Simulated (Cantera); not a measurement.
Input: 1 mol CHF₃, 0.16 mol H₂, at 0.133 bar.

Method: chemical equilibrium by Gibbs-energy minimisation in Cantera with the NASA 1993 tables (ideal gas, pure condensed phases). Candidate condensed phases: C, C₆H₆, C₇H₈, C₈H₁₈; 95 gas species. Gases not in the tables: C₂F₆ and larger saturated fluorocarbons. Rates play no part.

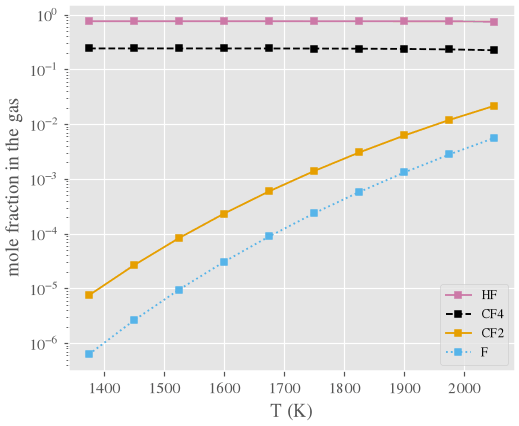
Figure: Equilibrium gas composition (values under 1e-9 drawn at 1e-9)

### Question
Read off the mole fractions at 1825 K.

### Answer
HF about 0.76, CF₄ about 0.24, CF₂ about 0.0030, F about 0.00058.
